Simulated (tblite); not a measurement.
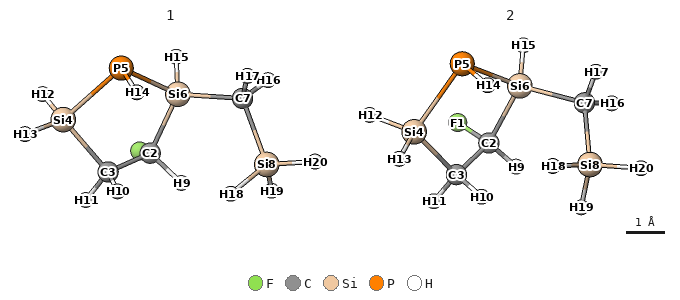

Two geometries of C₃H₁₂FPSi₃, drawn at one scale. One is the start of a relaxation, the other its converged end. The picture is a ball-and-stick view, seen at a tilt.

These are results of GFN2-xTB geometry optimisation, gas phase in tblite, not measurements. 

Which geometry has the lower energy?

Structure 2 is the relaxed one. The largest move after the best rigid fit is that of H19, 1.37 Å. By element the largest moves are H 1.37 Å, F 0.95 Å, Si 0.78 Å, C 0.55 Å, P 0.17 Å. Near-neighbour distances that change, for instance: C2–Si6 1.824 → 1.938 Å, P5–H14 1.458 → 1.383 Å, Si6–C7 1.843 → 1.905 Å, C3–Si4 1.865 → 1.918 Å. Among the angles between lasting bonds that change: C2–C3–H10 117.7° → 108.1°, Si4–P5–H14 104.9° → 95.6°, C3–Si4–P5 95.8° → 104.6°. Groups turn about Si6–C7 by about 30°, C2–Si6 by about 30°, P5–Si6 by about 20°. Over 171 geometry steps the energy falls by 19.1 kcal/mol.
